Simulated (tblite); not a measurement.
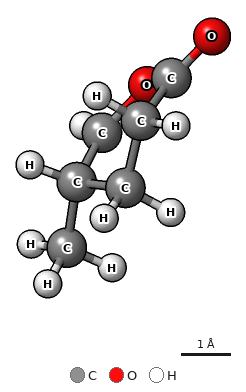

This is the input geometry for a relaxation of C₆H₉O₂ (multiplicity 2). A ball-and-stick model, seen from a free direction.

The calculation used tblite, GFN2-xTB geometry optimisation, gas phase.

```xyz
17

C    -2.1580   -0.1016    0.1556
C    -0.7061   -0.0968   -0.2810
C    -0.0828   -1.4450   -0.0675
O     1.2386   -1.5975    0.3382
C     2.0869   -0.5554    0.5584
O     3.2325   -0.7237    0.9449
C     1.5661    0.8132    0.1797
C     0.0955    0.9509    0.5079
H    -2.7400   -0.8328   -0.4187
H    -2.2816   -0.3476    1.2228
H    -2.6191    0.8846   -0.0103
H    -0.6599    0.1296   -1.3406
H    -0.5400   -2.3906   -0.3229
H     1.7647    0.9795   -0.8835
H     2.1210    1.5659    0.7598
H    -0.0686    0.8236    1.5961
H    -0.2562    1.9559    0.2446
```

Question: What does the optimiser find from here?

Answer: The atom that moves furthest after the best rigid fit is H13 (0.13 Å). By element the largest moves are H 0.13 Å, O 0.09 Å, C 0.06 Å. Near-neighbour distances that change, for instance: C3–O4 1.391 → 1.340 Å, C2–H12 1.085 → 1.103 Å, C2–C3 1.501 → 1.484 Å, C1–H10 1.102 → 1.087 Å. Bond angles that change, for instance: C8–C7–H15 108.3° → 111.8°, O4–C5–O6 122.0° → 118.9°, O6–C5–C7 121.8° → 124.7°. After 28 geometry steps the energy has fallen by 3.30 kcal/mol. Cost: 0.13 s on 1 thread of Arm Neoverse V2, with other jobs on the host.

Final geometry:

```xyz
17

C    -2.1661   -0.1348    0.1448
C    -0.6959   -0.0811   -0.2791
C    -0.0481   -1.4027   -0.0892
O     1.2074   -1.5719    0.3469
C     2.0759   -0.5548    0.5361
O     3.1821   -0.8011    0.9557
C     1.5766    0.8296    0.1877
C     0.0916    0.9711    0.5091
H    -2.7023   -0.8822   -0.4337
H    -2.2465   -0.3902    1.1983
H    -2.6363    0.8321   -0.0150
H    -0.6681    0.1939   -1.3473
H    -0.5777   -2.3292   -0.2206
H     1.7457    0.9890   -0.8817
H     2.1798    1.5541    0.7347
H    -0.0680    0.8166    1.5791
H    -0.2571    1.9737    0.2575
```

The end point in the same view:

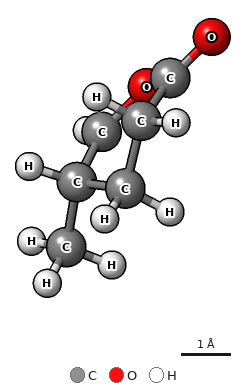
